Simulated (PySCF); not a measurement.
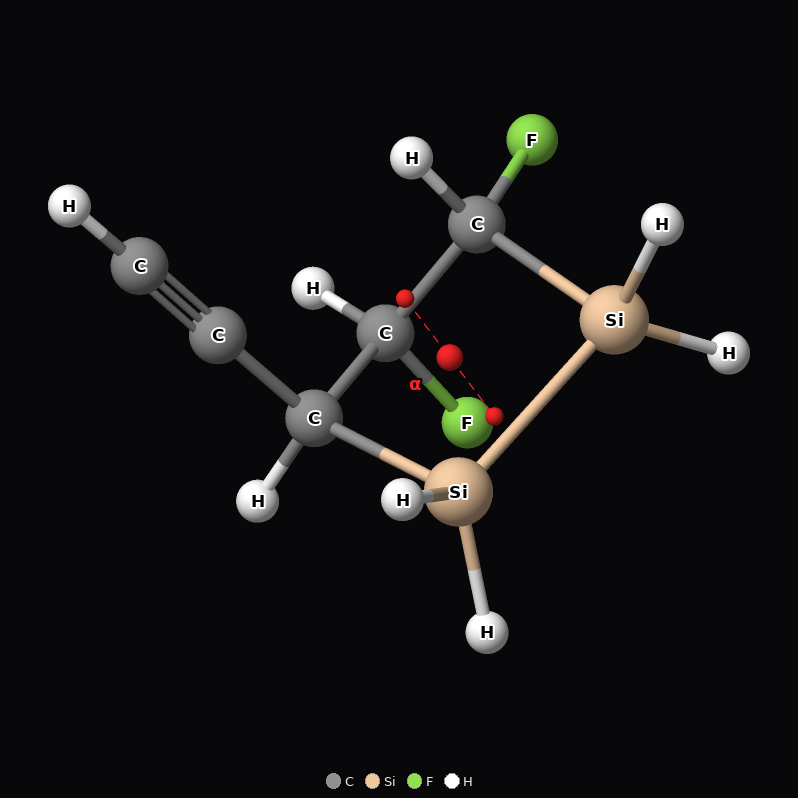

The small points mark where nucleus-independent chemical shifts (NICS) were computed: at the centre of each lettered ring and 1 Å above and below it. The computed structure is the end point of a GFN2-xTB optimisation. No frequency run is at hand to confirm it as a minimum. Properties computed with GIAO PBE0/pcSseg-1 NMR shielding, non-relativistic, gas phase (PySCF 2.14.0).

Give NICS(0), NICS(1) and the out-of-plane component NICS(1)zz for each ring (means of the two sides).

| ring | members | NICS(0) | NICS(1) | NICS(1)zz |
| --- | --- | --- | --- | --- |
| α | C3Si2 | −4.4 | −4.3 | −2.5 |

Values in ppm.

**What do the values say about the ring currents?**

Ring α: weak, as in a non-aromatic ring. NICS is one index among several.

The geometry is semi-empirical. Around Si such bond lengths and angles can be off by a tenth of an ångström or more and by several degrees, and values that hang on the shape move with them.
